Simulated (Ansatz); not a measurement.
The reference is NiO in the rock salt structure (space group Fm-3m, No. 225; a = 4.189 Å; ferromagnetic).

Modification: cell and atoms relaxed at a pressure of 9 GPa.

Method: r2SCAN (Ansatz, a quantum-chemistry and plane-wave program, PAW, scalar-relativistic without spin-orbit coupling).

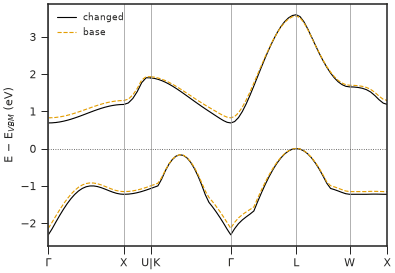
Figure: Highest valence and lowest conduction band along the path, each from its own valence-band maximum

**Question.** From the figure, how large is the changed gap, and is it direct?

**Answer.** About 0.7 eV, indirect, L → Γ.

Load acts through the strain it causes; cell and atoms are relaxed under it. No phonon test of stability was made. Competing high-pressure phases were not computed. No Hubbard U is applied and the magnetic state is the run's own (NiO ferromagnetic); other magnetic orders, which need larger cells, were not tried and can change the gap. A gap here joins edges of opposite spin (a spin-flip gap). In its common phase, real NiO is an antiferromagnetic insulator at low temperature.
